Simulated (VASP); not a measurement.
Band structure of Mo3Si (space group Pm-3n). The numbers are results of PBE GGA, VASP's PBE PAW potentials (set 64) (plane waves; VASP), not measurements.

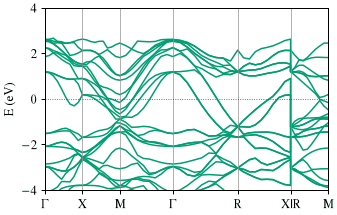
Bands along high-symmetry lines, zero at the valence-band maximum or, without a gap, the Fermi level

Problem. Read the plot: is there a gap, and where are the band edges?

Solution. It has no gap at this level: it comes out as a metal or semimetal.

The structure is a typed Mo3Si crystal. The cell was not relaxed at this level.
